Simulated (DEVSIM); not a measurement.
System: Ti/SiO2/p-Si capacitor, at 300 K.

```
layer (left to right)  material  thickness (nm)  Na (cm⁻³)
---------------------  --------  --------------  ---------
1                          SiO2            23.0          -
2                            Si            1700     1.1e17
```

Metal gate on the left, work function 4.33 eV. Fixed charge at the semiconductor interface -1.24e12 cm⁻² (in units of +e); interface traps 2.5e10 cm⁻² eV⁻¹, uniform in energy, neutral level at 0.5 of the gap above the valence band.

The device is made up for the run: typed textbook-type constants, with dimensions and the other settings drawn at random. Values at 300 K.

```tsv
parameter	SiO2	Si
gap (eV)	9	1.124
affinity (eV)	0.9	4.05
permittivity	3.9	11.7
Nc (cm⁻³)	-	2.86e19
Nv (cm⁻³)	-	3.1e19
```

Simulated with DEVSIM: 1D Poisson equation in equilibrium, Boltzmann statistics, complete ionisation; no quantum confinement or tunnelling. Metal contacts follow the ideal Schottky-Mott rule: no Fermi-level pinning, no interface dipoles.

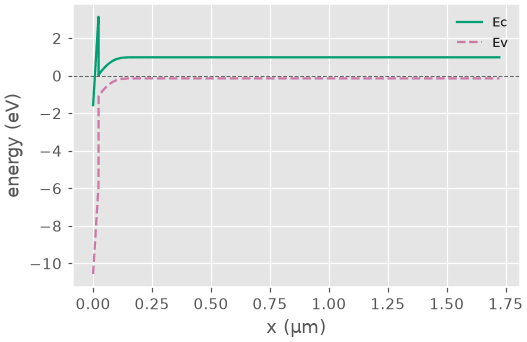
Band edges at 5.0 V on the gate

Energies count from the Fermi level of the right contact; mesh points crowd at the junctions.

```tsv
x (μm)	Ec (eV)	Ev (eV)	n (cm⁻³)	p (cm⁻³)	field (V/cm)
0.000	-1.570	-10.570	< 1e2	< 1e2	2100000
0.001392	-1.284	-10.284	< 1e2	< 1e2	2100000
0.004115	-0.725	-9.725	< 1e2	< 1e2	2100000
0.009931	0.470	-8.530	< 1e2	< 1e2	2100000
0.01849	2.228	-6.772	< 1e2	< 1e2	2100000
0.02150	2.845	-6.155	< 1e2	< 1e2	2100000
0.02291	3.134	-5.866	< 1e2	< 1e2	2100000
0.02494	0.063	-1.061	2.5e18	< 1e2	220000
0.02859	0.132	-0.992	1.8e17	660	170000
0.03706	0.268	-0.856	9.2e14	130000	150000
0.05500	0.514	-0.610	6.6e10	1.8e9	120000
0.1198	0.953	-0.171	2800	4.1e16	18000
0.2353	0.978	-0.146	1100	1.1e17	≈ 0
0.5029	0.978	-0.146	1100	1.1e17	≈ 0
1.194	0.978	-0.146	1100	1.1e17	≈ 0
1.489	0.978	-0.146	1100	1.1e17	≈ 0
1.616	0.978	-0.146	1100	1.1e17	≈ 0
1.676	0.978	-0.146	1100	1.1e17	≈ 0
1.707	0.978	-0.146	1100	1.1e17	≈ 0
1.717	0.978	-0.146	1100	1.1e17	≈ 0
1.721	0.978	-0.146	1100	1.1e17	≈ 0
1.723	0.978	-0.146	1100	1.1e17	≈ 0
```
